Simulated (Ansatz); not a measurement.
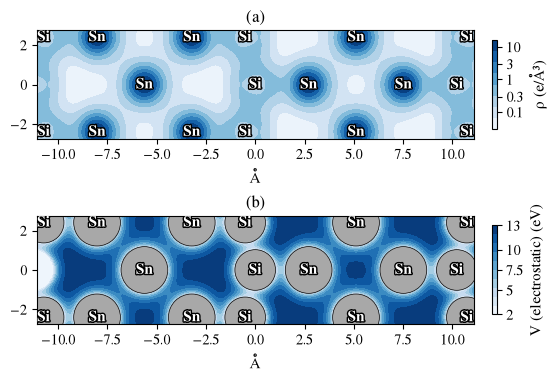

The picture shows: Si2Sn3. (a) valence electron density; (b) electrostatic potential energy of an electron on the (11̄0) plane of the conventional cell. Grey discs cover the atomic cores in the potential map.

Space group I4/mmm; a generated structure, not necessarily the stable one.

All numbers below come from DFT PBE, scalar-relativistic, plane waves, PAW (Ansatz).

```
Si Sn
1.0
     3.39718    0.00000    0.00000
     0.00000    3.39718    0.00000
     0.00000    0.00000   21.45972
Si Sn
4 6
Direct
  0.00000 0.00000 0.26185
  0.50000 0.50000 0.76185
  0.50000 0.50000 0.23815
  0.00000 0.00000 0.73815
  0.00000 0.00000 0.00000
  0.50000 0.50000 0.50000
  0.00000 0.00000 0.38811
  0.50000 0.50000 0.88811
  0.50000 0.50000 0.11189
  0.00000 0.00000 0.61189
```

**What does the map show?**

The plane passes through Si and Sn nuclei.
Si–Si (2.46 Å): the density is about 0.44 e/Å³ at the midpoint.
Si–Sn (2.71 Å): the density is about 0.36 e/Å³ at the midpoint.
Between the atoms the lowest density in this plane is 0.03 e/Å³.
Outside the cores the potential energy rises away from the atoms and is highest about 2.1 Å from the nearest atoms; its zero is arbitrary.

**Which way does charge flow, and how much by Bader's partition?**

Electrons move from Sn towards Si. Bader charges: Si −0.08 and Sn +0.01 to +0.14 e.
